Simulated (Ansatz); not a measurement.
Ag5Pt3Au2

```
Ag Pt Au
1.0
    -1.99422   -4.13857   -6.02229
     1.98533   -4.16323    6.04169
    -6.10563    4.13938    2.04788
Ag Pt Au
10 6 4
Direct
  0.54975 0.64815 0.69397
  0.09863 0.29731 0.40235
  0.75184 0.25053 0.50580
  0.14968 0.44850 0.10106
  0.29976 0.90274 0.19798
  0.84914 0.54943 0.90345
  0.24924 0.75248 0.49701
  0.79806 0.39928 0.20037
  0.49785 0.49837 0.00321
  0.90326 0.70190 0.59626
  0.04789 0.14701 0.70322
  0.64756 0.94929 0.09148
  0.69861 0.09820 0.80420
  0.35518 0.05203 0.90337
  0.94374 0.85556 0.29648
  0.45282 0.34903 0.30450
  0.20192 0.60159 0.80063
  0.60221 0.80201 0.39713
  0.39764 0.19717 0.60256
  0.00167 0.00257 0.99988
```

Space group P1; a generated structure, not necessarily the stable one.

Method: DFT PBE, scalar-relativistic, plane waves, PAW in Ansatz 0.2.0.

### What will maps of the valence pseudo-density and electron localisation function show?

Pt–Pt (2.78 Å): ρ at the midpoint is about 0.37 e/Å³; the ELF is about 0.30 at the midpoint (no localised pair shows between them).
Pt–Au (2.82 Å): ρ at the midpoint is about 0.33 e/Å³; the ELF is about 0.25 at the midpoint: no shared electron pair shows on this line.
Ag–Au (2.82 Å): ρ at the midpoint is about 0.28 e/Å³; the ELF is about 0.20 at the midpoint (no shared electron pair shows on this line).

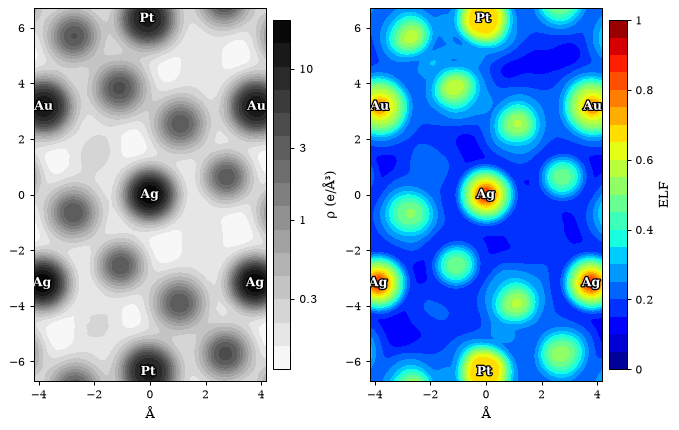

Computed valence pseudo-density and electron localisation function on the (110) plane of the conventional cell, in this order. Atoms just off the plane (Ag, 0.7 Å away, Pt, 0.7 Å away and Au, 0.7 Å away) can leave unmarked features too.

In a PAW calculation such maps are meaningful between the atoms, not at the nuclei.
